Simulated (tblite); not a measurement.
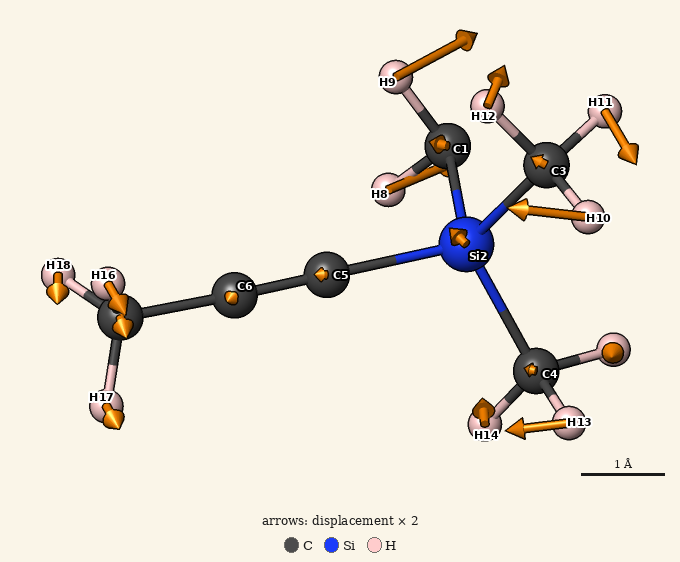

A relaxation of C6H11Si (multiplicity 2). The starting structure is drawn; orange arrows show the displacements, magnified 2 times. The two geometries are superimposed by the best rigid fit.

Style: ball-and-stick. Shown at a tilt.

The calculation used GFN2-xTB geometry optimisation, gas phase (tblite). 

> Which element moves most?

Hydrogen: up to 0.71 Å, against 0.19 Å for carbon.

> What happened in the run?

The energy falls by 20.8 kcal/mol in 99 geometry steps. The largest move after the best rigid fit is that of an H atom, 0.71 Å. Largest moves by element: H 0.71 Å, C 0.19 Å, Si 0.17 Å. Some distances before and after: C–Si 1.839 → 1.907 Å, C–H 1.127 → 1.076 Å, C–Si 1.858 → 1.906 Å, C–Si 1.899 → 1.853 Å. Among the angles between lasting bonds that change: Si–C–H 103.5° → 122.6°, Si–C–H 104.3° → 122.7°, H–C–H 102.9° → 114.7°. Groups turn about C–Si by about 25°. The run took 0.58 s on 1 thread of Arm Neoverse V2, with other jobs on the host.
